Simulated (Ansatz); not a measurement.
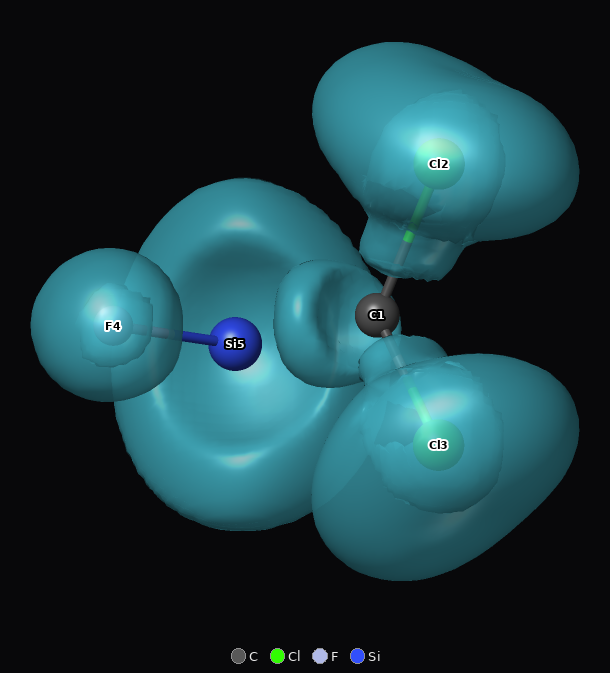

*CCl$_{2}$FSi (charge +1). Isosurface of the electron localisation function at 0.75 (cyan), seen at a tilt. Core shells and regions of very low density are left out.*

Geometry: B3LYP/6-31G*.

Computed with isolated molecule in a Gaussian basis; Kohn-Sham density functional theory, functional PBE0 (Ansatz).

```yaml
atoms:
  - { symbol: C, position_ang: [-1.7067, 2.3767, -3.0569] }
  - { symbol: Cl, position_ang: [-0.9234, 2.8461, -1.6620] }
  - { symbol: Cl, position_ang: [-1.2140, 3.0243, -4.5122] }
  - { symbol: F, position_ang: [-2.5019, -0.2052, -3.1485] }
  - { symbol: Si, position_ang: [-3.3983, 1.1057, -2.9640] }
```

Identify the bonds, lone pairs and shells in this picture.

At this value the surface marks out two regions on Cl in which the atom's valence shell and bonds are merged, one lobe on Si, pointing away from the bonds (lone pairs), one region wrapped around C (its valence shell) and one region wrapped around F (its lone pairs, merged into a ring or cap).

Values along the shortest contacts:
Si–F (1.60 Å): the ELF peaks at about 0.85 in the valence shell of F, 0.5 Å from its nucleus, and is about 0.55 at the midpoint. C–Cl (1.67 Å): the ELF peaks at about 0.90 between the atoms (a covalent bond).
